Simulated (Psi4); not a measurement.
Two rigid molecules brought together: O2S ··· H6Si2 (SMILES O=S=O and [SiH3][SiH3]). Monomers: optimised at B3LYP-D3(BJ) (def2-TZVP), held rigid. Orientation: a higher rigid-body minimum at GFN2-xTB. The monomers approach along the line of their centres of mass (distance R); nothing else relaxes.

Geometry at R = 3.50 Å (first 3 atoms: monomer A):
```
11

O     -1.2410     0.2320     0.0000
S      0.0046    -0.4877     0.0000
O      1.2363     0.2557     0.0000
Si    -0.9755    -0.3193    -3.3156
Si    -1.4636     1.9471    -2.9675
H     -2.2200    -1.1253    -3.2784
H     -0.0576    -0.8157    -2.2615
H     -0.3273    -0.5091    -4.6362
H     -0.2190     2.7531    -3.0047
H     -2.3814     2.4435    -4.0217
H     -2.1119     2.1368    -1.6470
```

Method: SAPT0/jun-cc-pVDZ, frozen core (Psi4).

Components in kcal/mol:

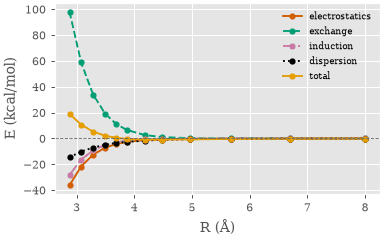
Figure. Components of the interaction energy.

```tsv
R / Å	electrostatics	exchange	induction	dispersion	total
2.88	-36.25	98.18	-28.24	-14.52	19.17
3.08	-21.70	59.04	-16.45	-10.15	10.74
3.29	-12.47	33.87	-9.10	-7.00	5.31
3.50	-7.10	19.07	-4.97	-4.88	2.12
3.69	-4.27	11.17	-2.87	-3.55	0.49
3.87	-2.66	6.66	-1.72	-2.65	-0.37
4.19	-1.20	2.60	-0.72	-1.61	-0.93
4.49	-0.62	1.06	-0.34	-1.04	-0.94
4.97	-0.27	0.24	-0.12	-0.54	-0.68
5.68	-0.11	0.03	-0.03	-0.23	-0.35
6.70	-0.04	0.00	-0.01	-0.08	-0.13
8.00	-0.02	0.00	0.00	-0.03	-0.05
```
